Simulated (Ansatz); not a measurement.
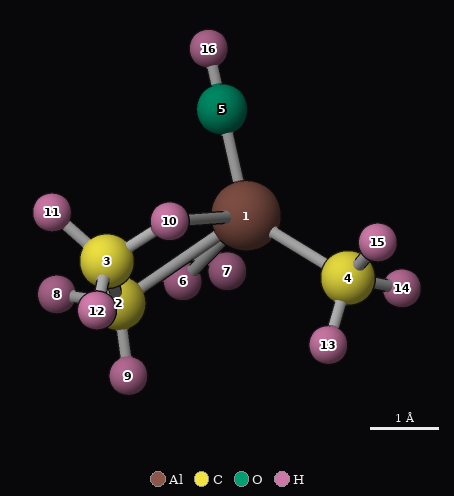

*The structure as given in the input (ball-and-stick view, seen at a tilt; atoms are numbered from 1 in the order of the input). Sticks mark near contacts.*

Bond lengths as drawn: Al–C 1.97 to 2.29 Å, Al–H 1.73 to 1.95 Å, Al–O 1.64 Å, C–C 1.52 Å, C–H 1.09 to 1.14 Å and H–O 0.94 Å.

# C3H11AlO: molecular dynamics (part 1 of 3)

- system: C3H11AlO
- method: UKS B3LYP-D4/STO-3G (Ansatz 0.2.0)

It belongs to a series of runs on one base structure; here: dynamics from the start. Figures and captions count atoms from 1; the log counts them from 0 in places.

### Input
```yaml
crystal:
  periodic: [false, false, false]
  atoms:
    - { symbol: Al, position_ang: [-0.6752, 0.5337, 0.2898] }
    - { symbol: C, position_ang: [1.5373, 0.0522, -0.065] }
    - { symbol: C, position_ang: [0.9336, -0.4866, -1.3547] }
    - { symbol: C, position_ang: [-1.6606, -0.9682, 1.0973] }
    - { symbol: O, position_ang: [-1.1333, 1.8513, -0.5673] }
    - { symbol: H, position_ang: [0.9075, 0.8115, 0.9312] }
    - { symbol: H, position_ang: [0.5193, 1.3181, 1.6902] }
    - { symbol: H, position_ang: [2.3743, 0.7112, -0.2974] }
    - { symbol: H, position_ang: [1.9525, -0.7746, 0.5165] }
    - { symbol: H, position_ang: [-0.2072, -0.4642, -1.3155] }
    - { symbol: H, position_ang: [1.1992, 0.1239, -2.2143] }
    - { symbol: H, position_ang: [1.1945, -1.5224, -1.5574] }
    - { symbol: H, position_ang: [-1.0168, -1.8417, 1.2263] }
    - { symbol: H, position_ang: [-1.9982, -0.6866, 2.097] }
    - { symbol: H, position_ang: [-2.5448, -1.2978, 0.5456] }
    - { symbol: H, position_ang: [-1.3823, 2.6401, -1.0223] }
magnetization:
  spin_polarized: true
basis:
  gaussian: { orbitals: STO-3G }
hamiltonian:
  xc: b3lyp
  dispersion: d4
md:
  timestep: 0.5
  n_steps: 150
  ensemble: nve
  temperature: 100.0
  initial_velocities: maxwell_boltzmann
  seed: 550923
```

Hardware: 1 thread of Intel Xeon (Sapphire Rapids), 10 GiB of memory available, shared host.

Launch command:
```bash
ansatz run input.yaml --threads 1 --pin off --max-ram 2048MiB --backend cpu --events-out ev --progress --plain --runs-dir out
```

### What the program printed
```
Engine: ansatz 0.2.0, x86_64-unknown-linux-gnu
Functional definition: B3LYP
  parameter a0 = 0.2
  parameter ax = 0.72
  parameter ac = 0.81
  exchange = (1 - a0 - ax)*slater_x + ax*b88_x + a0*exact_x
  correlation = (1 - ac)*vwn_rpa_c + ac*lyp_c
580 factors; integrals over basis functions are off by at most 2.2e-5 eV
mean field evaluation 1: about -11781.6096 eV, gradient 2.2e1 eV
mean field evaluation 2: about -11778.9391 eV, gradient 3.3e1 eV
mean field evaluation 4: about -11784.5560 eV, gradient 1.3e0 eV
mean field evaluation 8: about -11784.4875 eV, gradient 2.6e-2 eV
mean field -11784.48747012 eV, -433.0719267144 hartree, gradient 1.6e-5 eV, S^2 0.000000; 0 other end points of the search recorded, 0 dependent functions left out
the calculation of the forces begins
reference -11784.48770270 eV, -433.0719352617 hartree; 25, 25 occupied and 15, 15 virtual orbitals, 580 factors
md step     0: t =     0.00 fs  T =   100.0 K  F+E_penalty+E_count = -11784.98906838 eV  E_kin = 0.180964 eV  conserved = -11784.80810439 eV  (24 SCF iters)
these checks for a lower state are left out or cut short: starts, cluster_reference, orbital_swaps, neighbouring_geometries, increment
580 factors; integrals over basis functions are off by at most 2.2e-5 eV
mean field evaluation 16: about -11784.4915 eV, gradient 3.7e-1 eV
mean field -11784.49345950 eV, -433.0721468201 hartree, gradient 1.3e-5 eV, S^2 0.000000; 0 other end points of the search recorded, 0 dependent functions left out
the calculation of the forces begins
reference -11784.49369219 eV, -433.0721553711 hartree; 25, 25 occupied and 15, 15 virtual orbitals, 580 factors
md step     1: t =     0.50 fs  T =   103.5 K  F+E_penalty+E_count = -11784.99553041 eV  E_kin = 0.187328 eV  conserved = -11784.80820248 eV  (22 SCF iters)
[... from here on the SCF iterations and repeated set-up lines of each step are left out, up to the last step ...]
md step     2: t =     1.00 fs  T =   117.9 K  F+E_penalty+E_count = -11785.02209589 eV  E_kin = 0.213316 eV  conserved = -11784.80877992 eV  (22 SCF iters)
md step     3: t =     1.50 fs  T =   138.5 K  F+E_penalty+E_count = -11785.05992986 eV  E_kin = 0.250591 eV  conserved = -11784.80933847 eV  (26 SCF iters)
md step     4: t =     2.00 fs  T =   160.7 K  F+E_penalty+E_count = -11785.10021858 eV  E_kin = 0.290728 eV  conserved = -11784.80949108 eV  (26 SCF iters)
md step     5: t =     2.50 fs  T =   182.8 K  F+E_penalty+E_count = -11785.14009742 eV  E_kin = 0.330887 eV  conserved = -11784.80921039 eV  (26 SCF iters, 3 dispersion substeps)
md step     6: t =     3.00 fs  T =   207.0 K  F+E_penalty+E_count = -11785.18328314 eV  E_kin = 0.374553 eV  conserved = -11784.80872965 eV  (26 SCF iters, 3 dispersion substeps)
md step     7: t =     3.50 fs  T =   236.9 K  F+E_penalty+E_count = -11785.23694168 eV  E_kin = 0.428653 eV  conserved = -11784.80828862 eV  (26 SCF iters, 3 dispersion substeps)
md step     8: t =     4.00 fs  T =   276.4 K  F+E_penalty+E_count = -11785.30818565 eV  E_kin = 0.500152 eV  conserved = -11784.80803357 eV  (26 SCF iters, 3 dispersion substeps)
md step     9: t =     4.50 fs  T =   328.1 K  F+E_penalty+E_count = -11785.40170345 eV  E_kin = 0.593682 eV  conserved = -11784.80802164 eV  (25 SCF iters, 3 dispersion substeps)
md step    10: t =     5.00 fs  T =   392.4 K  F+E_penalty+E_count = -11785.51840532 eV  E_kin = 0.710158 eV  conserved = -11784.80824755 eV  (25 SCF iters, 3 dispersion substeps)
md step    11: t =     5.50 fs  T =   467.8 K  F+E_penalty+E_count = -11785.65523523 eV  E_kin = 0.846585 eV  conserved = -11784.80865071 eV  (25 SCF iters, 3 dispersion substeps)
md step    12: t =     6.00 fs  T =   551.1 K  F+E_penalty+E_count = -11785.80647832 eV  E_kin = 0.997352 eV  conserved = -11784.80912591 eV  (25 SCF iters, 3 dispersion substeps)
md step    13: t =     6.50 fs  T =   639.0 K  F+E_penalty+E_count = -11785.96595639 eV  E_kin = 1.156376 eV  conserved = -11784.80957999 eV  (25 SCF iters, 3 dispersion substeps)
md step    14: t =     7.00 fs  T =   728.7 K  F+E_penalty+E_count = -11786.12872829 eV  E_kin = 1.318652 eV  conserved = -11784.81007611 eV  (25 SCF iters, 3 dispersion substeps)
md step    15: t =     7.50 fs  T =   817.3 K  F+E_penalty+E_count = -11786.29006763 eV  E_kin = 1.479083 eV  conserved = -11784.81098470 eV  (25 SCF iters, 3 dispersion substeps)
md step    16: t =     8.00 fs  T =   899.1 K  F+E_penalty+E_count = -11786.43982155 eV  E_kin = 1.626981 eV  conserved = -11784.81284056 eV  (25 SCF iters, 3 dispersion substeps)
md step    17: t =     8.50 fs  T =   961.0 K  F+E_penalty+E_count = -11786.55479814 eV  E_kin = 1.739121 eV  conserved = -11784.81567693 eV  (25 SCF iters, 3 dispersion substeps)
md step    18: t =     9.00 fs  T =   984.0 K  F+E_penalty+E_count = -11786.59904835 eV  E_kin = 1.780770 eV  conserved = -11784.81827855 eV  (25 SCF iters, 3 dispersion substeps)
md step    19: t =     9.50 fs  T =   952.5 K  F+E_penalty+E_count = -11786.54208457 eV  E_kin = 1.723649 eV  conserved = -11784.81843522 eV  (24 SCF iters, 3 dispersion substeps)
md step    20: t =    10.00 fs  T =   870.8 K  F+E_penalty+E_count = -11786.39039547 eV  E_kin = 1.575750 eV  conserved = -11784.81464546 eV  (26 SCF iters, 3 dispersion substeps)
md step    21: t =    10.50 fs  T =   772.9 K  F+E_penalty+E_count = -11786.20696495 eV  E_kin = 1.398671 eV  conserved = -11784.80829366 eV  (26 SCF iters, 3 dispersion substeps)
md step    22: t =    11.00 fs  T =   710.1 K  F+E_penalty+E_count = -11786.08873786 eV  E_kin = 1.285076 eV  conserved = -11784.80366236 eV  (26 SCF iters, 3 dispersion substeps)
md step    23: t =    11.50 fs  T =   718.8 K  F+E_penalty+E_count = -11786.10486835 eV  E_kin = 1.300785 eV  conserved = -11784.80408324 eV  (26 SCF iters, 3 dispersion substeps)
md step    24: t =    12.00 fs  T =   796.4 K  F+E_penalty+E_count = -11786.24966691 eV  E_kin = 1.441190 eV  conserved = -11784.80847726 eV  (26 SCF iters, 3 dispersion substeps)
md step    25: t =    12.50 fs  T =   908.1 K  F+E_penalty+E_count = -11786.45662181 eV  E_kin = 1.643391 eV  conserved = -11784.81323118 eV  (26 SCF iters, 3 dispersion substeps)
md step    26: t =    13.00 fs  T =  1013.3 K  F+E_penalty+E_count = -11786.64973727 eV  E_kin = 1.833753 eV  conserved = -11784.81598395 eV  (26 SCF iters, 3 dispersion substeps)
md step    27: t =    13.50 fs  T =  1085.1 K  F+E_penalty+E_count = -11786.78023535 eV  E_kin = 1.963716 eV  conserved = -11784.81651983 eV  (26 SCF iters, 3 dispersion substeps)
md step    28: t =    14.00 fs  T =  1114.8 K  F+E_penalty+E_count = -11786.83287474 eV  E_kin = 2.017309 eV  conserved = -11784.81556600 eV  (26 SCF iters, 3 dispersion substeps)
md step    29: t =    14.50 fs  T =  1106.9 K  F+E_penalty+E_count = -11786.81687238 eV  E_kin = 2.003092 eV  conserved = -11784.81378066 eV  (26 SCF iters, 3 dispersion substeps)
md step    30: t =    15.00 fs  T =  1074.6 K  F+E_penalty+E_count = -11786.75622104 eV  E_kin = 1.944667 eV  conserved = -11784.81155421 eV  (26 SCF iters, 3 dispersion substeps)
md step    31: t =    15.50 fs  T =  1035.5 K  F+E_penalty+E_count = -11786.68312418 eV  E_kin = 1.873857 eV  conserved = -11784.80926703 eV  (26 SCF iters, 3 dispersion substeps)
md step    32: t =    16.00 fs  T =  1007.9 K  F+E_penalty+E_count = -11786.63145420 eV  E_kin = 1.823972 eV  conserved = -11784.80748179 eV  (26 SCF iters, 3 dispersion substeps)
md step    33: t =    16.50 fs  T =  1006.4 K  F+E_penalty+E_count = -11786.62789992 eV  E_kin = 1.821165 eV  conserved = -11784.80673478 eV  (26 SCF iters, 3 dispersion substeps)
md step    34: t =    17.00 fs  T =  1037.2 K  F+E_penalty+E_count = -11786.68399713 eV  E_kin = 1.876892 eV  conserved = -11784.80710483 eV  (26 SCF iters, 3 dispersion substeps)
md step    35: t =    17.50 fs  T =  1097.9 K  F+E_penalty+E_count = -11786.79488923 eV  E_kin = 1.986728 eV  conserved = -11784.80816154 eV  (26 SCF iters, 3 dispersion substeps)
md step    36: t =    18.00 fs  T =  1180.4 K  F+E_penalty+E_count = -11786.94545326 eV  E_kin = 2.136062 eV  conserved = -11784.80939151 eV  (25 SCF iters, 3 dispersion substeps)
md step    37: t =    18.50 fs  T =  1275.0 K  F+E_penalty+E_count = -11787.11790696 eV  E_kin = 2.307338 eV  conserved = -11784.81056921 eV  (26 SCF iters, 3 dispersion substeps)
md step    38: t =    19.00 fs  T =  1372.6 K  F+E_penalty+E_count = -11787.29558285 eV  E_kin = 2.483870 eV  conserved = -11784.81171332 eV  (26 SCF iters, 3 dispersion substeps)
md step    39: t =    19.50 fs  T =  1464.6 K  F+E_penalty+E_count = -11787.46324379 eV  E_kin = 2.650464 eV  conserved = -11784.81277953 eV  (26 SCF iters, 3 dispersion substeps)
md step    40: t =    20.00 fs  T =  1544.4 K  F+E_penalty+E_count = -11787.60821051 eV  E_kin = 2.794807 eV  conserved = -11784.81340350 eV  (26 SCF iters, 3 dispersion substeps)
md step    41: t =    20.50 fs  T =  1609.6 K  F+E_penalty+E_count = -11787.72580597 eV  E_kin = 2.912809 eV  conserved = -11784.81299692 eV  (26 SCF iters, 3 dispersion substeps)
md step    42: t =    21.00 fs  T =  1666.5 K  F+E_penalty+E_count = -11787.82722093 eV  E_kin = 3.015803 eV  conserved = -11784.81141770 eV  (26 SCF iters, 3 dispersion substeps)
md step    43: t =    21.50 fs  T =  1729.6 K  F+E_penalty+E_count = -11787.93983085 eV  E_kin = 3.130001 eV  conserved = -11784.80983024 eV  (26 SCF iters, 3 dispersion substeps)
md step    44: t =    22.00 fs  T =  1811.7 K  F+E_penalty+E_count = -11788.08883486 eV  E_kin = 3.278528 eV  conserved = -11784.81030707 eV  (26 SCF iters, 3 dispersion substeps)
md step    45: t =    22.50 fs  T =  1908.7 K  F+E_penalty+E_count = -11788.26774222 eV  E_kin = 3.454133 eV  conserved = -11784.81360883 eV  (26 SCF iters, 3 dispersion substeps)
md step    46: t =    23.00 fs  T =  1995.2 K  F+E_penalty+E_count = -11788.42850051 eV  E_kin = 3.610646 eV  conserved = -11784.81785476 eV  (26 SCF iters, 3 dispersion substeps)
md step    47: t =    23.50 fs  T =  2038.3 K  F+E_penalty+E_count = -11788.50876663 eV  E_kin = 3.688589 eV  conserved = -11784.82017731 eV  (26 SCF iters, 3 dispersion substeps)
md step    48: t =    24.00 fs  T =  2019.6 K  F+E_penalty+E_count = -11788.47384433 eV  E_kin = 3.654787 eV  conserved = -11784.81905703 eV  (26 SCF iters, 3 dispersion substeps)
md step    49: t =    24.50 fs  T =  1947.9 K  F+E_penalty+E_count = -11788.33999901 eV  E_kin = 3.524980 eV  conserved = -11784.81501894 eV  (26 SCF iters, 3 dispersion substeps)
md step    50: t =    25.00 fs  T =  1855.0 K  F+E_penalty+E_count = -11788.16711365 eV  E_kin = 3.356971 eV  conserved = -11784.81014259 eV  (26 SCF iters, 3 dispersion substeps)
md step    51: t =    25.50 fs  T =  1779.7 K  F+E_penalty+E_count = -11788.02756090 eV  E_kin = 3.220613 eV  conserved = -11784.80694817 eV  (26 SCF iters, 3 dispersion substeps)
md step    52: t =    26.00 fs  T =  1747.4 K  F+E_penalty+E_count = -11787.96895200 eV  E_kin = 3.162153 eV  conserved = -11784.80679941 eV  (26 SCF iters, 3 dispersion substeps)
md step    53: t =    26.50 fs  T =  1759.9 K  F+E_penalty+E_count = -11787.99384270 eV  E_kin = 3.184800 eV  conserved = -11784.80904224 eV  (26 SCF iters, 3 dispersion substeps)
md step    54: t =    27.00 fs  T =  1799.5 K  F+E_penalty+E_count = -11788.06836463 eV  E_kin = 3.256532 eV  conserved = -11784.81183311 eV  (26 SCF iters, 3 dispersion substeps)
md step    55: t =    27.50 fs  T =  1842.8 K  F+E_penalty+E_count = -11788.14854383 eV  E_kin = 3.334850 eV  conserved = -11784.81369420 eV  (26 SCF iters, 3 dispersion substeps)
md step    56: t =    28.00 fs  T =  1872.4 K  F+E_penalty+E_count = -11788.20258578 eV  E_kin = 3.388334 eV  conserved = -11784.81425166 eV  (26 SCF iters, 3 dispersion substeps)
md step    57: t =    28.50 fs  T =  1880.9 K  F+E_penalty+E_count = -11788.21778535 eV  E_kin = 3.403834 eV  conserved = -11784.81395094 eV  (26 SCF iters, 3 dispersion substeps)
md step    58: t =    29.00 fs  T =  1868.7 K  F+E_penalty+E_count = -11788.19510905 eV  E_kin = 3.381646 eV  conserved = -11784.81346266 eV  (26 SCF iters, 3 dispersion substeps)
md step    59: t =    29.50 fs  T =  1838.3 K  F+E_penalty+E_count = -11788.13984037 eV  E_kin = 3.326596 eV  conserved = -11784.81324460 eV  (26 SCF iters, 3 dispersion substeps)
md step    60: t =    30.00 fs  T =  1791.4 K  F+E_penalty+E_count = -11788.05508086 eV  E_kin = 3.241794 eV  conserved = -11784.81328713 eV  (26 SCF iters, 3 dispersion substeps)
md step    61: t =    30.50 fs  T =  1729.1 K  F+E_penalty+E_count = -11787.94211301 eV  E_kin = 3.129078 eV  conserved = -11784.81303465 eV  (26 SCF iters, 3 dispersion substeps)
md step    62: t =    31.00 fs  T =  1656.1 K  F+E_penalty+E_count = -11787.80859508 eV  E_kin = 2.996952 eV  conserved = -11784.81164349 eV  (27 SCF iters, 3 dispersion substeps)
md step    63: t =    31.50 fs  T =  1586.5 K  F+E_penalty+E_count = -11787.67985970 eV  E_kin = 2.870967 eV  conserved = -11784.80889231 eV  (27 SCF iters, 3 dispersion substeps)
md step    64: t =    32.00 fs  T =  1543.9 K  F+E_penalty+E_count = -11787.60007097 eV  E_kin = 2.793935 eV  conserved = -11784.80613583 eV  (27 SCF iters, 3 dispersion substeps)
md step    65: t =    32.50 fs  T =  1550.3 K  F+E_penalty+E_count = -11787.61109593 eV  E_kin = 2.805492 eV  conserved = -11784.80560379 eV  (27 SCF iters, 3 dispersion substeps)
md step    66: t =    33.00 fs  T =  1609.6 K  F+E_penalty+E_count = -11787.72076818 eV  E_kin = 2.912868 eV  conserved = -11784.80790057 eV  (27 SCF iters, 3 dispersion substeps)
md step    67: t =    33.50 fs  T =  1703.9 K  F+E_penalty+E_count = -11787.89455869 eV  E_kin = 3.083396 eV  conserved = -11784.81116307 eV  (27 SCF iters, 3 dispersion substeps)
md step    68: t =    34.00 fs  T =  1806.1 K  F+E_penalty+E_count = -11788.08168497 eV  E_kin = 3.268389 eV  conserved = -11784.81329559 eV  (27 SCF iters, 3 dispersion substeps)
md step    69: t =    34.50 fs  T =  1896.6 K  F+E_penalty+E_count = -11788.24607666 eV  E_kin = 3.432233 eV  conserved = -11784.81384377 eV  (27 SCF iters, 3 dispersion substeps)
md step    70: t =    35.00 fs  T =  1968.1 K  F+E_penalty+E_count = -11788.37521419 eV  E_kin = 3.561594 eV  conserved = -11784.81361982 eV  (27 SCF iters, 3 dispersion substeps)
md step    71: t =    35.50 fs  T =  2020.4 K  F+E_penalty+E_count = -11788.46979634 eV  E_kin = 3.656238 eV  conserved = -11784.81355854 eV  (27 SCF iters, 3 dispersion substeps)
md step    72: t =    36.00 fs  T =  2053.5 K  F+E_penalty+E_count = -11788.53023711 eV  E_kin = 3.716177 eV  conserved = -11784.81406026 eV  (27 SCF iters, 3 dispersion substeps)
md step    73: t =    36.50 fs  T =  2064.1 K  F+E_penalty+E_count = -11788.55023334 eV  E_kin = 3.735276 eV  conserved = -11784.81495722 eV  (26 SCF iters, 3 dispersion substeps)
md step    74: t =    37.00 fs  T =  2046.3 K  F+E_penalty+E_count = -11788.51886693 eV  E_kin = 3.703156 eV  conserved = -11784.81571079 eV  (27 SCF iters, 3 dispersion substeps)
md step    75: t =    37.50 fs  T =  1996.4 K  F+E_penalty+E_count = -11788.42844376 eV  E_kin = 3.612786 eV  conserved = -11784.81565752 eV  (26 SCF iters, 3 dispersion substeps)
md step    76: t =    38.00 fs  T =  1917.5 K  F+E_penalty+E_count = -11788.28421125 eV  E_kin = 3.469935 eV  conserved = -11784.81427645 eV  (26 SCF iters, 3 dispersion substeps)
md step    77: t =    38.50 fs  T =  1823.5 K  F+E_penalty+E_count = -11788.11148117 eV  E_kin = 3.299893 eV  conserved = -11784.81158808 eV  (27 SCF iters, 3 dispersion substeps)
md step    78: t =    39.00 fs  T =  1738.2 K  F+E_penalty+E_count = -11787.95410810 eV  E_kin = 3.145533 eV  conserved = -11784.80857519 eV  (26 SCF iters, 3 dispersion substeps)
md step    79: t =    39.50 fs  T =  1686.5 K  F+E_penalty+E_count = -11787.85899016 eV  E_kin = 3.052028 eV  conserved = -11784.80696186 eV  (27 SCF iters, 3 dispersion substeps)
md step    80: t =    40.00 fs  T =  1681.2 K  F+E_penalty+E_count = -11787.85049289 eV  E_kin = 3.042426 eV  conserved = -11784.80806665 eV  (27 SCF iters, 3 dispersion substeps)
md step    81: t =    40.50 fs  T =  1713.5 K  F+E_penalty+E_count = -11787.91217753 eV  E_kin = 3.100806 eV  conserved = -11784.81137166 eV  (27 SCF iters, 3 dispersion substeps)
md step    82: t =    41.00 fs  T =  1757.3 K  F+E_penalty+E_count = -11787.99474513 eV  E_kin = 3.180078 eV  conserved = -11784.81466721 eV  (27 SCF iters, 3 dispersion substeps)
md step    83: t =    41.50 fs  T =  1786.0 K  F+E_penalty+E_count = -11788.04785625 eV  E_kin = 3.232005 eV  conserved = -11784.81585125 eV  (27 SCF iters, 3 dispersion substeps)
```
